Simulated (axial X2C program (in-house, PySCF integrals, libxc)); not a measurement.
## Run report: SbS⁻, relativistic diatomic calculation

SbS⁻, single determinant with Ω = 1. The distance is the PBE0 minimum at charge −1. Computed at this level: expectation values, HF and Kohn-Sham, two-component X2C with atomic mean-field Coulomb and Gaunt terms, Sb dyall-acv3z, S dyall-av3z (cores contracted) (axial X2C program (in-house, PySCF integrals, libxc)).

## The input
```
{"zs": [51, 16], "q": -1, "bas": ["dyall-acv3z", "dyall-av3z"], "r0": 2.27, "levels": ["PBE0", "HF", "PBE", "BP86", "r2SCAN"], "nst": 3}
```

The line is the task of a batch: nuclear charges, charge, bases, the levels to run, a first guess of the distance and further settings. This report covers the levels named above. The log is that of the reference distance.

The run was one of a batch that the task file lists, launched with:
```bash
python <driver script> task.json out
```

## Log
```
two-component X2C + atomic mean field  PBE0
basis functions 202  fitting functions 1029  grid points 5079
iter        total energy     max residual
   1      -6873.943913963     6.88e+00
   2      -6875.046463339     6.17e+00
   3      -6875.847653297     4.93e+00
   4      -6876.769872718     4.09e-01
   5      -6876.875259103     4.20e-01
   6      -6876.931795251     2.53e-01
   7      -6876.952489919     1.18e-01
   8      -6876.956348154     3.85e-02
   9      -6876.958105109     1.99e-02
  10      -6876.958328397     1.24e-02
  11      -6876.958397446     7.30e-03
  12      -6876.958407420     4.04e-03
  13      -6876.958412594     1.82e-03
  14      -6876.958413749     1.29e-03
  15      -6876.958414084     8.68e-04
  16      -6876.958414195     2.85e-04
  17      -6876.958414225     1.13e-04
  18      -6876.958414232     5.21e-05
  19      -6876.958414234     6.68e-05
  20      -6876.958414235     1.90e-05
  21      -6876.958414235     5.90e-06
converged
one-electron -9831.79889251  Coulomb 2969.49129833  exact exchange -48.63478516  xc functional -148.94874944  nuclear repulsion 186.76842738  atomic mean-field constant -3.83571284
```

## Expectation values by level of theory

```csv
quantity,PBE0,HF,PBE,BP86,r2SCAN
effective field for an electron dipole moment (GV/cm),0.158,2.45,−0.281,−0.389,0.869
field gradient at the first nucleus (a.u.),0.317,−0.911,0.574,0.676,0.483
field gradient at the second nucleus (a.u.),1.23,1.57,1.12,1.10,1.18
"A∥/gI, first nucleus (MHz)",−749,−738,−725,−684,−714
"A∥/gI, second nucleus (MHz)",−58.4,−0.148,−70.7,−70.4,−33.9
```

Each column comes from one determinant with 2 or more unpaired spinors, which can mix states, in a basis with contracted cores. The levels disagree widely: the effective field runs from −0.389 to 2.45 GV/cm, A∥/gI at the second nucleus runs from −70.7 to −0.148 MHz and the field gradient at the first nucleus runs from −0.911 to 0.676 a.u. They may not all have settled in the same state, and these values aren't reliable properties of the molecule.

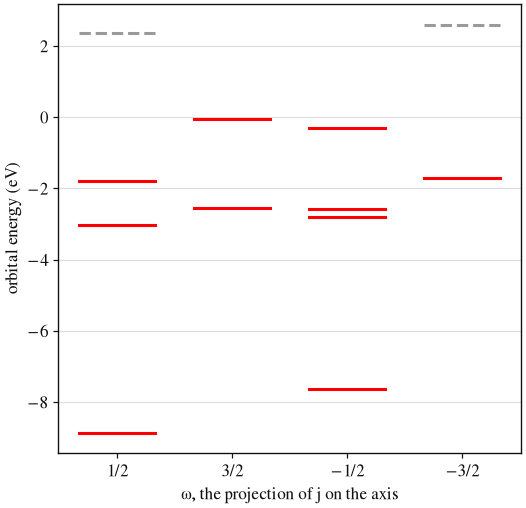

Fig. 1: Orbital energies (PBE0) near the frontier at 2.31 Å, filled (solid) and empty (dashed). The highest filled spinor (3/2; 55 % Sb p, 23 % S p) lies at −0.04 eV, the lowest empty one (1/2; 61 % Sb p, 17 % S p) at 2.37 eV.

## Results in brief

- outcome: converged; the levels of theory disagree widely
- hardware: 1 thread of Arm Neoverse N1, 90 GiB of memory available, shared host
- wall time: 8.8 s
- peak memory: 0.37 GiB
